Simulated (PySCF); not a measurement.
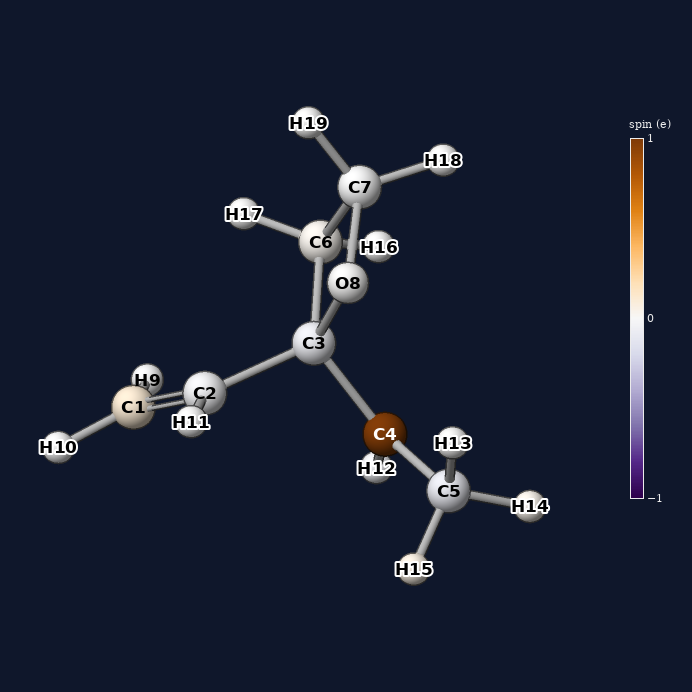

Atoms are coloured by their Mulliken spin populations. State: neutral, doublet. The computed structure is the end point of a GFN2-xTB optimisation. No frequency run is at hand to confirm it as a minimum. Level of theory: UKS B3LYP, pcH-1 on C H O, non-relativistic (PySCF 2.14.0).

Give the Mulliken spin populations atom by atom.

```json
{"atom": "C1", "value (e)": "0.11"}
{"atom": "C2", "value (e)": "−0.03"}
{"atom": "C3", "value (e)": "−0.06"}
{"atom": "C4", "value (e)": "0.98"}
{"atom": "C5", "value (e)": "−0.09"}
{"atom": "C6", "value (e)": "0.03"}
{"atom": "C7", "value (e)": "0.00"}
{"atom": "O8", "value (e)": "0.00"}
{"atom": "H9", "value (e)": "0.00"}
{"atom": "H10", "value (e)": "0.00"}
{"atom": "H11", "value (e)": "0.00"}
{"atom": "H12", "value (e)": "−0.04"}
{"atom": "H13", "value (e)": "0.00"}
{"atom": "H14", "value (e)": "0.03"}
{"atom": "H15", "value (e)": "0.06"}
{"atom": "H16", "value (e)": "0.00"}
{"atom": "H17", "value (e)": "0.00"}
{"atom": "H18", "value (e)": "0.00"}
{"atom": "H19", "value (e)": "0.00"}
```

Mulliken values depend strongly on the basis set.
